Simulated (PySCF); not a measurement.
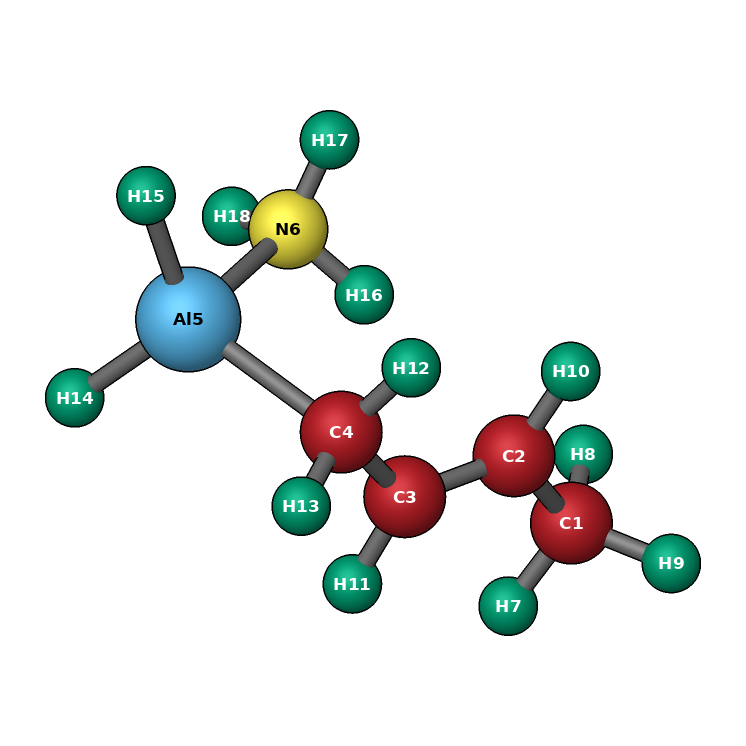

The computed structure is the end point of a PBE0-D3(BJ)/def2-SVP optimisation. No frequency run is at hand to confirm it as a minimum. Method: GIAO KT3/pcSseg-1 NMR shielding, non-relativistic, gas phase (PySCF 2.14.0). Principal shieldings σ11 ≤ σ22 ≤ σ33, span Ω = σ33 − σ11, skew κ = 3(σiso − σ22)/Ω.

Give the shielding tensors of the Al atoms.

| atom | σ11 | σ22 | σ33 | σiso | Ω | κ |
| --- | --- | --- | --- | --- | --- | --- |
| Al5 | 425.4 | 443.1 | 471.9 | 446.8 | 46.5 | 0.24 |

Shieldings and span in ppm.
